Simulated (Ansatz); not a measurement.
# Nickel, beta-Sn type under BLYP: from relaxation to bulk modulus, part 1 of 2

Aim: take nickel in the beta-Sn type structure, relax it, solve it on a dense k-mesh, then scale the cell to 7 volumes from 88 to 112 % of the relaxed one and try a fit of the equation of state. Spin polarisation is left out, though the real metal is magnetic, so this state lies above the ground state. The k-meshes are 15×15×10 for the relaxation; 24×24×23 for the dense run; 17×17×16 for the volumes.

Method: DFT BLYP, plane waves (420 eV) with PAW, scalar-relativistic; PAW files made under PBE, frozen cores solved again for the functional, in Ansatz 0.2.0.

### 1 The starting structure

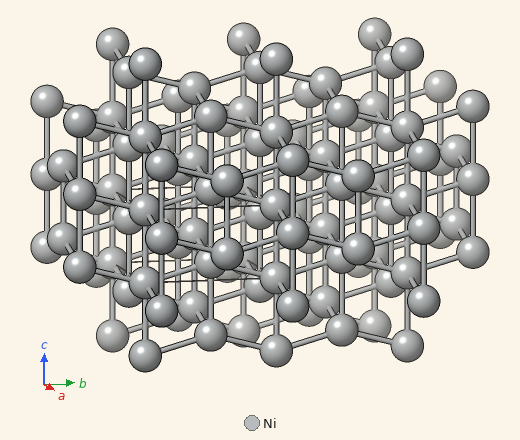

Start, viewed slightly off an axis; nickel light grey. 1×2×2 conventional cells are drawn; the run uses a primitive one. Any atoms on the faces are drawn again on the opposite ones, and bonded neighbours outside are added.

Structure file:

```cif
data_structure
_symmetry_space_group_name_H-M 'I4_1/amd:1'
_symmetry_Int_Tables_number 141
_cell_length_a 4.3821
_cell_length_b 4.3821
_cell_length_c 2.3927
_cell_angle_alpha 90.000
_cell_angle_beta 90.000
_cell_angle_gamma 90.000
_cell_volume 45.95
loop_
_atom_site_label
_atom_site_type_symbol
_atom_site_symmetry_multiplicity
_atom_site_Wyckoff_symbol
_atom_site_fract_x
_atom_site_fract_y
_atom_site_fract_z
_atom_site_occupancy
Ni1 Ni 4 a 0.00000 0.00000 0.00000 1
```

### 2 Relaxing cell and atoms

The input, input.yaml:

```yaml
crystal:
  lattice:
    - [-2.1910720922, 2.1910720922, 1.1963253623]
    - [2.1910720922, -2.1910720922, 1.1963253623]
    - [2.1910720922, 2.1910720922, -1.1963253623]
  atoms:
    - { symbol: Ni, position: [0.0, 0.0, 0.0] }
    - { symbol: Ni, position: [0.75, 0.25, 0.5] }
hamiltonian:
  xc: blyp
  pseudopotentials:
    kind: paw
    azcp:
      Ni: "pseudopotentials/Ni.paw.azcp"
basis:
  ecutwfc: 420
  fft_grid_basis: typed
kpoints:
  mp_grid: { grid: [15, 15, 10], shift: [0, 0, 0] }
magnetization:
  spin_polarized: false
scf:
  occupations: { method: fermi_dirac, width: 0.1 }
relax:
  max_steps: 60
  f_tol: 0.01
  cell: {}
```

Output:

```text
Warning: crystal.symmetry: narrowed to the stabiliser of the k-point mesh — unitary ops 16 → 4; excluded 12 operations that carry a point of the 15×15×10 mesh (shift [0, 0, 0]) off the mesh (the run samples exactly the mesh kpoints.mp_grid names, as under crystal.symmetry.detect: false, and its converged state has the mesh's symmetry, not the crystal's; ε∞, the Born charges and the force constants of a linear response (`dielectric:` by the response, `phonons.method: dfpt`) are averaged over those of the crystal's operations that the state keeps within a tolerance, where `mesh_tensors`, `unaveraged_element` or `gamma_mean_max_change_ev_ang2` stands beside them; a row that `dielectric.field_direction` solves alone is averaged likewise, with nothing beside; a Γ-centred mesh of equal divisions is mapped onto itself by every operation and keeps the whole group, as does a half-shifted one under kpoints.further_shifts: images)
Warning: RAYON_NUM_THREADS=2 ignored (pool sized by the plan → 2); use --threads N
Engine: ansatz 0.2.0, aarch64-unknown-linux-gnu
Pseudopotentials: kind: paw
Pseudopotential: Ni, paw, valence charge 18, recommended cutoff 420 eV (normal), <dir>
Functional definition: BLYP
  parameter beta = 0.0042
  parameter a = 0.04918
  parameter b = 0.132
  parameter c = 0.2533
  parameter d = 0.349
  exchange = b88_x(beta = beta)
  correlation = lyp_c(a = a, b = b, c = c, d = d)
Crystal: 2 atoms, lattice volume = 22.973 Å³
Basis set: ecut = 420 eV, 451 PW (Γ), exchange–correlation on 48×48×48 points (8 copies of the dense FFT grid, shifted against one another)
Bands: 22, of which v1, the nominal top of the filled ones, is band 18 counted from 1 (17 counted from 0)
Symmetry: 4 space group operations
k-points: 608 of 2250
Non-local potential: Ni, projectors of the file, l = 0: 3, l = 1: 2, l = 2: 3, l = 3: 1
PAW form: soft (Blöchl's): semilocal exchange-correlation on the pseudo side does not see the compensation charge
PAW frozen core: Ni, regenerated for the run's functional, and the local potential with it (the file was generated under x = pbe(κ = 0.804, μ = 0.2195149727645171), c = pbe(β = 0.06672455060314922))
PAW one-centre angular grid: Ni, 590 points (default); XC on 64 Gauss nodes
Initial density: superposition of atomic densities (neutral atoms: chi_scale 0, normalization atom), corrected by the library's trained network
Initial wavefunctions: pseudopotential atomic-orbital guess
Functional: x = b88, c = lyp
SCF iter   1: F=—  HF=-11695.807155 eV  |F-HF|=—  |Δ(HF+E_count)|=         —  Δρ=2.62e-2  dr2=1.09e-1  ethr=1.77e-3  ⟨swp⟩=4.9  Hψ=49464  notcnv=0
preconditioner: auto → none  [metal: Δε(μ)=0.002 eV  Ē_g=7.843 eV  σ=0.100 eV  W_gap=0.01  n_scr=8 (ndim 8)  ℏωp=34.6 eV  f_vac=0.000  D(μ)=3.85/eV (n_scr^D=54)  sad-step TF]
SCF iter   2: F=—  HF=-11695.795761 eV  |F-HF|=—  |Δ(HF+E_count)|=   1.14e-2  Δρ=1.42e-2  dr2=3.66e-2  ethr=3.02e-4  ⟨swp⟩=2.0  Hψ=19868  notcnv=0
SCF iter   3: F=—  HF=-11695.789889 eV  |F-HF|=—  |Δ(HF+E_count)|=   5.87e-3  Δρ=3.07e-3  dr2=1.27e-3  ethr=1.02e-4  ⟨swp⟩=1.2  Hψ=13542  notcnv=0
SCF iter   4: F=—  HF=-11695.789654 eV  |F-HF|=—  |Δ(HF+E_count)|=   2.35e-4  Δρ=4.09e-4  dr2=9.21e-6  ethr=3.52e-6  ⟨swp⟩=2.1  Hψ=19990  notcnv=0
SCF iter   5: F=—  HF=-11695.789685 eV  |F-HF|=—  |Δ(HF+E_count)|=   3.09e-5  Δρ=4.00e-4  dr2=7.59e-6  ethr=2.56e-8  ⟨swp⟩=2.0  Hψ=24467  notcnv=0
SCF iter   6: F=-11695.789681 eV  HF=-11695.789681 eV  |F-HF|=5.05e-8  |Δ(HF+E_count)|=   3.53e-6  Δρ=2.46e-5  dr2=4.40e-8  ethr=2.78e-10  ⟨swp⟩=4.1  Hψ=64873  notcnv=0
SCF 1 converged in 6 iterations: F = -11695.789681 eV  dr2 = 4.40e-8
relax step   1: F+E_penalty+E_count = -11695.78968125 eV  Δ(F+E_penalty+E_count) = +0.000e0 eV  max|allowed force component| = 4.464e-4 eV/Å  Δτ_max = 0.0000 Å  P = +14.883 GPa  Ω = 22.973 Å³  (6 SCF iters, dr2 threshold 1.00e-7 eV, accepted)
[... from here on, the SCF cycles and remarks between the steps are left out ...]
relax step   2: F+E_penalty+E_count = -11695.85456438 eV  Δ(F+E_penalty+E_count) = -6.488e-2 eV  max|allowed force component| = 2.063e-4 eV/Å  Δτ_max = 0.0000 Å  P = +7.079 GPa  Ω = 23.928 Å³  energy of the carried Pulay correction = -3.942e-4 eV  (6 SCF iters, dr2 threshold 2.00e-7 eV, accepted)
relax step   3: F+E_penalty+E_count = -11695.87753752 eV  Δ(F+E_penalty+E_count) = -2.297e-2 eV  max|allowed force component| = 4.194e-5 eV/Å  Δτ_max = 0.0000 Å  P = +0.906 GPa  Ω = 24.865 Å³  energy of the carried Pulay correction = -7.658e-4 eV  (6 SCF iters, dr2 threshold 2.00e-7 eV, accepted)
relax step   4: F+E_penalty+E_count = -11695.87956835 eV  Δ(F+E_penalty+E_count) = -2.031e-3 eV  max|allowed force component| = 1.521e-3 eV/Å  Δτ_max = 0.0002 Å  P = +0.183 GPa  Ω = 24.974 Å³  energy of the carried Pulay correction = -8.090e-4 eV  (6 SCF iters, dr2 threshold 2.00e-7 eV, accepted)
relax step   5: F+E_penalty+E_count = -11695.89923751 eV  Δ(F+E_penalty+E_count) = -1.967e-2 eV  max|allowed force component| = 5.757e-4 eV/Å  Δτ_max = 0.0001 Å  P = -0.015 GPa  Ω = 24.839 Å³  energy of the carried Pulay correction = -7.588e-4 eV  (6 SCF iters, dr2 threshold 2.00e-7 eV, accepted)
relax step   6: F+E_penalty+E_count = -11695.94551688 eV  Δ(F+E_penalty+E_count) = -4.628e-2 eV  max|allowed force component| = 1.983e-4 eV/Å  Δτ_max = 0.0001 Å  P = -0.655 GPa  Ω = 24.539 Å³  energy of the carried Pulay correction = -6.434e-4 eV  (6 SCF iters, dr2 threshold 2.00e-7 eV, accepted)
relax step   7: F+E_penalty+E_count = -11696.01262185 eV  Δ(F+E_penalty+E_count) = -6.710e-2 eV  max|allowed force component| = 1.524e-3 eV/Å  Δτ_max = 0.0002 Å  P = -1.069 GPa  Ω = 24.020 Å³  energy of the carried Pulay correction = -4.390e-4 eV  (6 SCF iters, dr2 threshold 2.00e-7 eV, accepted)
relax step   8: F+E_penalty+E_count = -11696.08500420 eV  Δ(F+E_penalty+E_count) = -7.238e-2 eV  max|allowed force component| = 6.280e-4 eV/Å  Δτ_max = 0.0002 Å  P = -0.975 GPa  Ω = 23.331 Å³  energy of the carried Pulay correction = -1.592e-4 eV  (6 SCF iters, dr2 threshold 2.00e-7 eV, accepted)
relax step   9: F+E_penalty+E_count = -11696.13147775 eV  Δ(F+E_penalty+E_count) = -4.647e-2 eV  max|allowed force component| = 6.675e-4 eV/Å  Δτ_max = 0.0000 Å  P = +0.876 GPa  Ω = 22.489 Å³  energy of the carried Pulay correction = +1.953e-4 eV  (6 SCF iters, dr2 threshold 2.00e-7 eV, accepted)
relax step  10: F+E_penalty+E_count = -11696.13201528 eV  Δ(F+E_penalty+E_count) = -5.375e-4 eV  max|allowed force component| = 1.623e-4 eV/Å  Δτ_max = 0.0007 Å  P = -0.788 GPa  Ω = 22.273 Å³  energy of the carried Pulay correction = +2.875e-4 eV  (6 SCF iters, dr2 threshold 2.00e-7 eV, accepted)
relax step  11: F+E_penalty+E_count = -11696.13502356 eV  Δ(F+E_penalty+E_count) = -3.008e-3 eV  max|allowed force component| = 1.918e-3 eV/Å  Δτ_max = 0.0001 Å  P = +0.121 GPa  Ω = 22.370 Å³  energy of the carried Pulay correction = +2.461e-4 eV  (6 SCF iters, dr2 threshold 2.00e-7 eV, accepted)
relax step  12: F+E_penalty+E_count = -11696.13502528 eV  Δ(F+E_penalty+E_count) = -1.726e-6 eV  max|allowed force component| = 1.767e-3 eV/Å  Δτ_max = 0.0003 Å  P = -0.043 GPa  Ω = 22.393 Å³  energy of the carried Pulay correction = +2.362e-4 eV  (6 SCF iters, dr2 threshold 1.48e-7 eV, accepted)
relax step  13: F+E_penalty+E_count = -11696.13503195 eV  Δ(F+E_penalty+E_count) = -6.669e-6 eV  max|allowed force component| = 3.041e-4 eV/Å  Δτ_max = 0.0000 Å  P = +0.004 GPa  Ω = 22.387 Å³  energy of the carried Pulay correction = +2.387e-4 eV  (6 SCF iters, dr2 threshold 3.67e-8 eV, accepted)
relax step  14: F+E_penalty+E_count = -11696.27508204 eV  Δ(F+E_penalty+E_count) = -1.401e-1 eV  max|allowed force component| = 4.366e-4 eV/Å  Δτ_max = 0.0000 Å  P = +8.403 GPa  Ω = 22.387 Å³  stress off target by 2.17e1 GPa  SCF on the basis re-selected at this cell (its energy is not comparable with the rows above)  (8 SCF iters)
relax step  15: F+E_penalty+E_count = -11696.36855179 eV  Δ(F+E_penalty+E_count) = -9.347e-2 eV  max|allowed force component| = 6.009e-3 eV/Å  Δτ_max = 0.0001 Å  P = +5.838 GPa  Ω = 22.486 Å³  energy of the carried Pulay correction = +9.146e-6 eV  (6 SCF iters, dr2 threshold 2.00e-7 eV, accepted)
relax step  16: F+E_penalty+E_count = -11696.41493781 eV  Δ(F+E_penalty+E_count) = -4.639e-2 eV  max|allowed force component| = 1.055e-2 eV/Å  Δτ_max = 0.0015 Å  P = +1.194 GPa  Ω = 22.961 Å³  energy of the carried Pulay correction = -1.511e-4 eV  (6 SCF iters, dr2 threshold 2.00e-7 eV, accepted)
relax step  17: F+E_penalty+E_count = -11696.41802541 eV  Δ(F+E_penalty+E_count) = -3.088e-3 eV  max|allowed force component| = 5.090e-3 eV/Å  Δτ_max = 0.0014 Å  P = +1.210 GPa  Ω = 22.941 Å³  energy of the carried Pulay correction = -1.193e-4 eV  (6 SCF iters, dr2 threshold 2.00e-7 eV, accepted)
relax step  18: F+E_penalty+E_count = -11696.41905707 eV  Δ(F+E_penalty+E_count) = -1.032e-3 eV  max|allowed force component| = 7.265e-5 eV/Å  Δτ_max = 0.0005 Å  P = +0.046 GPa  Ω = 23.092 Å³  energy of the carried Pulay correction = -1.880e-4 eV  (6 SCF iters, dr2 threshold 2.00e-7 eV, accepted)
relax step  19: F+E_penalty+E_count = -11696.41905627 eV  Δ(F+E_penalty+E_count) = +7.984e-7 eV  max|allowed force component| = 2.490e-4 eV/Å  Δτ_max = 0.0000 Å  P = +0.003 GPa  Ω = 23.098 Å³  energy of the carried Pulay correction = -1.905e-4 eV  (6 SCF iters, dr2 threshold 1.75e-8 eV, accepted)
relax step  20: F+E_penalty+E_count = -11696.42187825 eV  Δ(F+E_penalty+E_count) = -2.822e-3 eV  max|allowed force component| = 2.730e-4 eV/Å  Δτ_max = 0.0000 Å  P = +0.332 GPa  Ω = 23.098 Å³  stress off target by 8.30e-1 GPa  SCF on the basis re-selected at this cell (its energy is not comparable with the rows above)  (7 SCF iters)
relax step  21: F+E_penalty+E_count = -11696.42205823 eV  Δ(F+E_penalty+E_count) = -1.800e-4 eV  max|allowed force component| = 8.227e-5 eV/Å  Δτ_max = 0.0000 Å  P = +0.027 GPa  Ω = 23.142 Å³  energy of the carried Pulay correction = -1.593e-5 eV  (6 SCF iters, dr2 threshold 2.00e-7 eV, accepted)
relax step  22: F+E_penalty+E_count = -11696.42205841 eV  Δ(F+E_penalty+E_count) = -1.858e-7 eV  max|allowed force component| = 9.944e-5 eV/Å  Δτ_max = 0.0000 Å  P = -0.001 GPa  Ω = 23.146 Å³  energy of the carried Pulay correction = -1.745e-5 eV  (6 SCF iters, dr2 threshold 1.30e-8 eV, accepted)
relax step  23: F+E_penalty+E_count = -11696.42207602 eV  Δ(F+E_penalty+E_count) = -1.761e-5 eV  max|allowed force component| = 1.005e-4 eV/Å  Δτ_max = 0.0000 Å  P = -0.002 GPa  Ω = 23.146 Å³  stress off target by 5.77e-3 GPa  SCF on the basis re-selected at this cell (its energy is not comparable with the rows above)  (8 SCF iters)
basis re-selected at this cell: Δ(F+E_penalty+E_count) = -1.761e-5 eV, ΔP = -0.001 GPa vs the last step (what re-selecting the basis moved, of the pressure what is left beyond the Pulay correction that the steps carried, after the strain that the cell walked since its last selection, with what the two solves' SCF thresholds leave and, on support functions, any second-order correction that the steps lacked; it is no measure of the basis error at this ecutwfc). This SCF's stress stands 5.77e-3 GPa from its target on what of the cell is left free (relax.cell.stress_tol is 5.00e-2 GPa) and its largest allowed force component is 1.00e-4 eV/Å (relax.f_tol is 1.00e-2 eV/Å): within both
SCF converged after 8 iterations
Free energy (F): -11696.422076 eV
Harris-Foulkes:  -11696.422076 eV  (|F-HF|=0.00e0)
Internal energy: -11696.248996 eV  (E = F + TS)
E sigma→0 (E₀):  -11696.335536 eV
Entropy (-TS):   -0.173080 eV (-86.540 meV/atom)
Fermi energy:    17.074463 eV
--- Per-component energies (eV) ---
  E_band       = -593.267444
  E_kinetic    = 565.617884
  E_local      = -7098.224743  (includes V_loc(G=0)·N_el)
  E_nonlocal   = 1265.528843
  E_hartree    = 2970.430577
  E_xc         = -165.546082
  E_vxc        = -212.990377  (∫ρ·V_xc dr)
  E_paw        = -3284.452906  (= ΣΔE_a)
  E_vpaw       = -1054.061228  (= ΣTr[D̂ρ^β])
  E_aug_tail   = 0.001023  (compensation charges beyond the density's cutoff)
  E_ewald      = -5949.611265
  E_core_change = 0.007674  (= ΣΔE_core)
  E_smearing   = -0.173080  (= −TS)
  E_closure    = -0.000000  (closes the sum)
  Σ components = -11696.422076   (vs F -11696.422076, Δ=0.00e0)
--- Forces (eV/Å), atoms counted from 1 ---
  atom   1  Ni     0.00010049    -0.00010049     0.00000000
  atom   2  Ni    -0.00010049     0.00010049    -0.00000000
  max |Σ_I F_I| component: 0.00e0 eV/Å
--- Stress (GPa, compression-positive) ---
       -0.001932      -0.003683       0.000447
       -0.003683      -0.001932       0.000447
        0.000447       0.000447      -0.003112
  P = ⅓ Tr σ = -0.0023 GPa (-0.023 kbar)
--- Relaxed structure (20 steps of the walk, 20 accepted, 3 SCFs on fresh bases) ---
  F+E_penalty+E_count = -11696.42207602 eV   max|allowed force component| = 1.005e-4 eV/Å   (the final SCF, on the basis selected at the relaxed cell)
  cell:  # Å, volume = 23.1463 Å³
    - [-3.0044417596256663, 3.00502374394663, 1.2392674271063904]
    - [3.00502374394663, -3.0044417596256663, 1.2392674271063904]
    - [1.5537054340974858, 1.5537054340974858, -1.2382015217566036]
  atoms:
    - { symbol: Ni, position: [2.9528090800341834e-5, -2.952809080034178e-5, 5.421010062507386e-20] }
    - { symbol: Ni, position: [0.7499704719091995, 0.2500295280908005, 0.5000000000000001] }
```

Wall time 3 min (2 threads of an Arm CPU, shared host); peak memory 0.54 GiB.

Step by step:

```csv
step,energy change (meV/atom),largest force (eV/Å),pressure (GPa),volume (Å³/atom)
1,0.00,0.0004,14.88,11.487
2,-32.44,0.0002,7.08,11.964
3,-43.93,0.0000,0.91,12.432
4,-44.94,0.0015,0.18,12.487
5,-54.78,0.0006,-0.01,12.419
6,-77.92,0.0002,-0.65,12.269
7,-111.47,0.0015,-1.07,12.010
8,-147.66,0.0006,-0.98,11.666
9,-170.90,0.0007,0.88,11.244
10,-171.17,0.0002,-0.79,11.137
11,-172.67,0.0019,0.12,11.185
12,-172.67,0.0018,-0.04,11.196
13,-172.68,0.0003,0.00,11.193
14,-242.70,0.0004,8.40,11.193
15,-289.44,0.0060,5.84,11.243
16,-312.63,0.0106,1.19,11.481
17,-314.17,0.0051,1.21,11.471
18,-314.69,0.0001,0.05,11.546
19,-314.69,0.0002,0.00,11.549
20,-316.10,0.0003,0.33,11.549
21,-316.19,0.0001,0.03,11.571
22,-316.19,0.0001,0.00,11.573
23,-316.20,0.0001,0.00,11.573
```

Steps that repeat a cell are solved on a basis chosen anew, so their changes of energy are no gain of the relaxation.

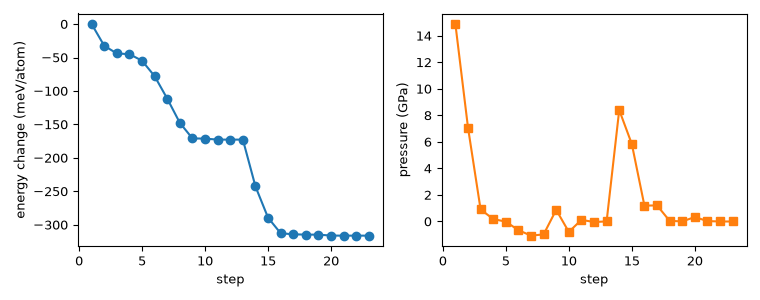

Energy and pressure over the accepted steps.

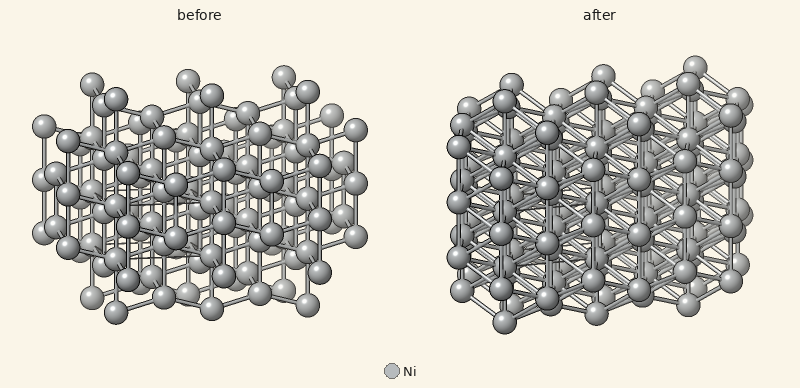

Start and end of the relaxation side by side. The cells drawn are those of the first picture.

The cell of the run, before and after:

|  | before | after | change |
| --- | --- | --- | --- |
| a (Å) | 3.322 | 4.426 | +33.3 % |
| b (Å) | 3.322 | 4.426 | +33.3 % |
| c (Å) | 3.322 | 2.522 | -24.1 % |
| α (°) | 97.45 | 97.90 | +0.5 % |
| β (°) | 97.45 | 97.90 | +0.5 % |
| γ (°) | 137.78 | 147.48 | +7.0 % |
| volume (Å³/atom) | 11.487 | 11.573 | +0.8 % |
| shortest distance (Å) | 2.271 | 2.471 | +8.8 % |
| space group (spins left aside) | I4_1/amd | Fddd | changed |

### 3 Single point on a dense mesh

The input, input.yaml:

```yaml
crystal:
  lattice:
    - [-3.0044417596, 3.0050237439, 1.2392674271]
    - [3.0050237439, -3.0044417596, 1.2392674271]
    - [1.5537054341, 1.5537054341, -1.2382015218]
  atoms:
    - { symbol: Ni, position: [2.95281e-05, 0.9999704719, 0.0] }
    - { symbol: Ni, position: [0.7499704719, 0.2500295281, 0.5] }
hamiltonian:
  xc: blyp
  pseudopotentials:
    kind: paw
    azcp:
      Ni: "pseudopotentials/Ni.paw.azcp"
basis:
  ecutwfc: 420
  fft_grid_basis: typed
kpoints:
  mp_grid: { grid: [24, 24, 23], shift: [0, 0, 0] }
magnetization:
  spin_polarized: false
scf:
  occupations: { method: fermi_dirac, width: 0.1 }
```

Output, cut to the lines that bear on the results:

```text
Warning: RAYON_NUM_THREADS=2 ignored (pool sized by the plan → 2); use --threads N
[...]
Pseudopotentials: kind: paw
Pseudopotential: Ni, paw, valence charge 18, recommended cutoff 420 eV (normal), <dir>
Functional definition: BLYP
[...]
Crystal: 2 atoms, lattice volume = 23.146 Å³
Basis set: ecut = 420 eV, 445 PW (Γ), exchange–correlation on 60×60×36 points (8 copies of the dense FFT grid, shifted against one another)
Bands: 22, of which v1, the nominal top of the filled ones, is band 18 counted from 1 (17 counted from 0)
Symmetry: 4 space group operations
Space group: C2/c (ITA 15), of the structure as read, at distance tolerance 2.8e-5 Å
k-points: 3457 of 13248
[...]
SCF iter   1: F=—  HF=-11696.441664 eV  |F-HF|=—  |Δ(HF+E_count)|=         —  Δρ=2.85e-2  dr2=1.28e-1  ethr=1.77e-3  ⟨swp⟩=4.4  Hψ=276213  notcnv=0
[...]
SCF iter   7: F=-11696.422031 eV  HF=-11696.422031 eV  |F-HF|=7.49e-10  |Δ(HF+E_count)|=   4.85e-8  Δρ=1.16e-5  dr2=9.86e-9  ethr=1.36e-10  ⟨swp⟩=2.9  Hψ=159973  notcnv=0
[...]
SCF converged after 7 iterations
Free energy (F): -11696.422031 eV
[...]
E sigma→0 (E₀):  -11696.334518 eV
Entropy (-TS):   -0.175026 eV (-87.513 meV/atom)
Fermi energy:    17.074069 eV
[...]
```

Wall time 38 s (2 threads of an Arm CPU, shared host); peak memory 1.5 GiB.

### 4 Equation of state: 88 %

The input, input.yaml:

```yaml
crystal:
  lattice:
    - [-2.8791083813, 2.8796660875, 1.1875701117]
    - [2.8796660875, -2.8791083813, 1.1875701117]
    - [1.4888910138, 1.4888910138, -1.1865486717]
  atoms:
    - { symbol: Ni, position: [2.95281e-05, 0.9999704719, 0.0] }
    - { symbol: Ni, position: [0.7499704719, 0.2500295281, 0.5] }
hamiltonian:
  xc: blyp
  pseudopotentials:
    kind: paw
    azcp:
      Ni: "pseudopotentials/Ni.paw.azcp"
basis:
  ecutwfc: 420
  fft_grid_basis: typed
kpoints:
  mp_grid: { grid: [17, 17, 16], shift: [0, 0, 0] }
magnetization:
  spin_polarized: false
scf:
  occupations: { method: fermi_dirac, width: 0.1 }
  lower_state_search: "off"
output:
  stress: true
```

Output, cut to the lines that bear on the results:

```text
Warning: RAYON_NUM_THREADS=2 ignored (pool sized by the plan → 2); use --threads N
[...]
Pseudopotentials: kind: paw
Pseudopotential: Ni, paw, valence charge 18, recommended cutoff 420 eV (normal), <dir>
Functional definition: BLYP
[...]
Crystal: 2 atoms, lattice volume = 20.369 Å³
Basis set: ecut = 420 eV, 373 PW (Γ), exchange–correlation on 60×60×36 points (8 copies of the dense FFT grid, shifted against one another)
Bands: 22, of which v1, the nominal top of the filled ones, is band 18 counted from 1 (17 counted from 0)
Symmetry: 4 space group operations
Space group: C2/c (ITA 15), of the structure as read, at distance tolerance 2.7e-5 Å
k-points: 1233 of 4624
[...]
SCF iter   1: F=—  HF=-11696.221730 eV  |F-HF|=—  |Δ(HF+E_count)|=         —  Δρ=3.21e-2  dr2=1.34e-1  ethr=1.77e-3  ⟨swp⟩=4.7  Hψ=99802  notcnv=0
[...]
SCF iter   6: F=-11696.199604 eV  HF=-11696.199604 eV  |F-HF|=2.91e-8  |Δ(HF+E_count)|=   1.48e-6  Δρ=2.58e-5  dr2=4.38e-8  ethr=2.78e-10  ⟨swp⟩=4.7  Hψ=138179  notcnv=0
[...]
SCF converged after 6 iterations
Free energy (F): -11696.199604 eV
[...]
E sigma→0 (E₀):  -11696.120931 eV
Entropy (-TS):   -0.157345 eV (-78.673 meV/atom)
Fermi energy:    20.026879 eV
[...]
--- Stress (GPa, compression-positive) ---
       29.336223       0.625602      -0.041619
        0.625602      29.336223      -0.041619
       -0.041619      -0.041619      28.423914
  P = ⅓ Tr σ = 29.0321 GPa (290.321 kbar)
```

It took 13 s on 2 threads of an Arm CPU, shared host; peak memory 0.7 GiB.

(Continued in part 2 of 2.)
